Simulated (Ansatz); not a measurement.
Cell and atoms:

```yaml
crystal:
  lattice:
    - [3.18714, 0.00000, 0.00000]
    - [-1.59357, 2.76015, 0.00000]
    - [0.00000, 0.00000, 5.15226]
  atoms:
    - { symbol: Zn, position: [0.66667, 0.33333, 0.50095] }
    - { symbol: Zn, position: [0.33333, 0.66667, 0.00095] }
    - { symbol: O, position: [0.66667, 0.33333, 0.87936] }
    - { symbol: O, position: [0.33333, 0.66667, 0.37936] }
```

**Before looking at a picture, describe the arrangement of atoms.**

This is ZnO. The atoms follow space group P6_3mc (No. 186); the Bravais lattice is primitive hexagonal. The prototype is wurtzite. The cell comprises 2 formula units: 2 Zn, 2 O. About every Zn there are four O in a tetrahedral arrangement at 1.94 to 1.95 Å. Each O has four Zn in a tetrahedral arrangement at 1.94 to 1.95 Å. The bonds build a three-dimensional framework.

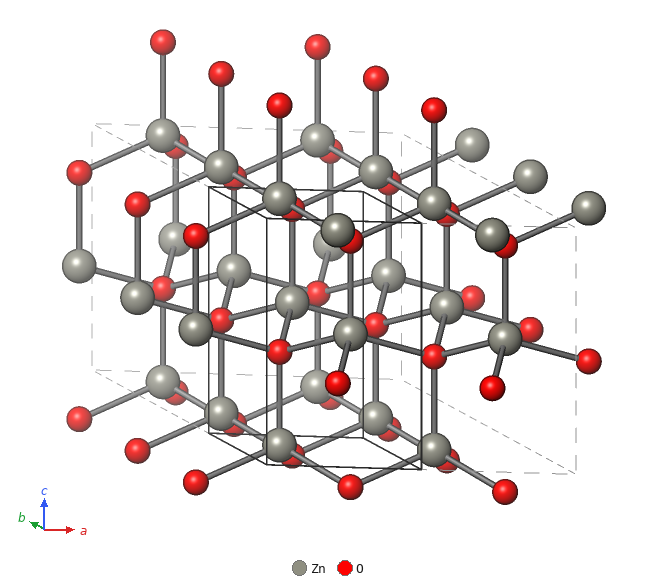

Structure drawing (ball-and-stick), viewed slightly off an axis. The picture spans 2×3×1 cells, one conventional unit cell being drawn with solid lines. Outside the box, the atoms bonded to those within are drawn.

Origin of the cell: a structure listed in the Materials Project. Earlier steps of the study may have refined or changed the cell and positions. It went into a calculation with Ansatz.
